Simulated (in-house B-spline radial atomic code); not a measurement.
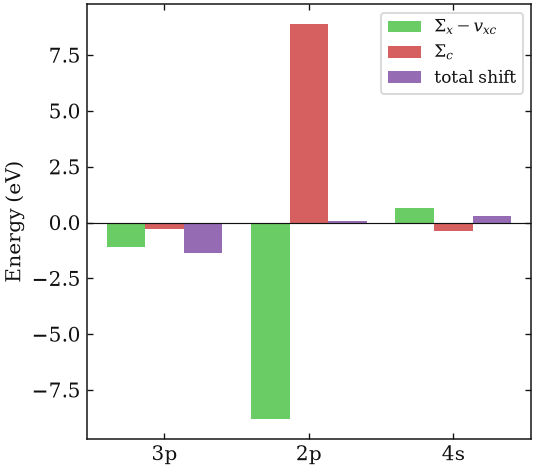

Parts of the G₀W₀ correction to each level for K⁺ ([Ne] 3s² 3p⁶). All-electron spherical atom, scalar X2C, PBE with 70 % exact exchange start, no spin-orbit coupling, Breit or QED terms; computed with a B-spline radial code. The quasi-particle equation is solved at full frequency; levels of low quasi-particle weight Z are left out.

Give the quasi-particle levels and their parts.

Answer. G₀W₀ moves the highest occupied level, 3p, from −30.57 to −31.96 eV (renormalisation factor Z = 0.95); the measured removal energy is 31.62 eV, so the error is +0.33 eV. The empty level 4s goes from −4.59 to −4.30 eV.

```json
{"Level": "3p", "Mean field (eV)": "−30.57", "Σx − vxc (eV)": "−1.08", "Σc (eV)": "−0.30", "Z": "0.95", "G₀W₀ (eV)": "−31.96"}
{"Level": "2p", "Mean field (eV)": "−310.35", "Σx − vxc (eV)": "−8.82", "Σc (eV)": "8.90", "Z": "0.87", "G₀W₀ (eV)": "−310.27"}
{"Level": "4s", "Mean field (eV)": "−4.59", "Σx − vxc (eV)": "0.66", "Σc (eV)": "−0.37", "Z": "0.99", "G₀W₀ (eV)": "−4.30"}
```
